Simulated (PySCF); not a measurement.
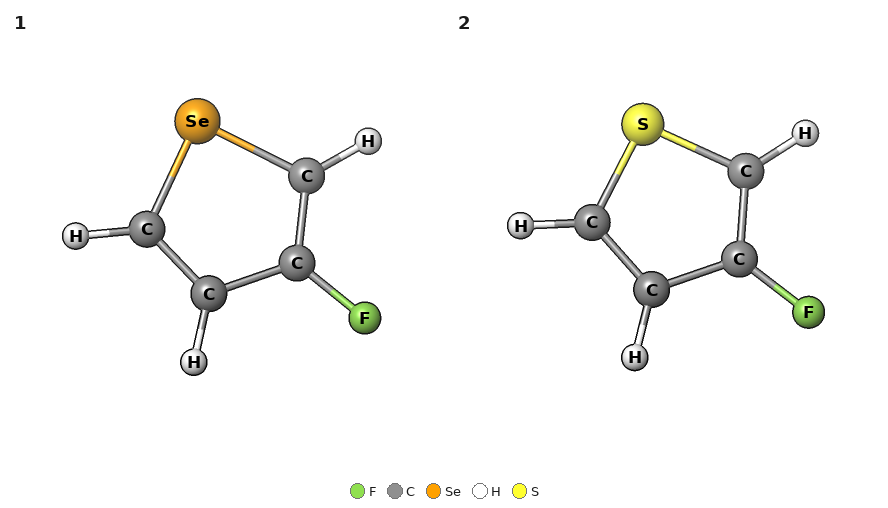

2 molecules with one skeleton, seen from the same side and at one scale. Charge 0, singlet. Computed geometries: PBE0-D3(BJ)/def2-SVP optimisations, one conformation each. Properties computed with PySCF 2.14.0.

One atom differs, called X below: Se in panel 1, S in panel 2. Their formulas are C4H3FSe (`Fc1cc[se]c1`), C4H3FS (`Fc1ccsc1`).

In which is the HOMO–LUMO gap larger (PBE0/def2-SVPD)?

In panel 2 (X = S).

In which is the dipole moment larger (PBE0/def2-SVPD)?

In panel 1 (X = Se).

Give the values. With PBE0-D3(BJ)/def2-SVP: mean length of X–C (Å), angle C–X–C (°). With PBE0/def2-SVPD: dipole moment (D), HOMO energy (Kohn–Sham orbital) (eV), HOMO–LUMO gap (eV), mean static polarisability (bohr³), lowest vertical singlet excitation (eV).

```csv
quantity,1 (Se),2 (S),2 − 1
mean length of X–C (Å),1.854,1.717,−0.137
angle C–X–C (°),87.9,92.3,+4.4
dipole moment (D),1.32,1.16,−0.16
HOMO energy (Kohn–Sham orbital) (eV),−6.91,−7.05,−0.14
HOMO–LUMO gap (eV),6.05,6.35,+0.30
mean static polarisability (bohr³),68.9,62.1,−6.8
lowest vertical singlet excitation (eV),5.18,5.64,+0.46
```
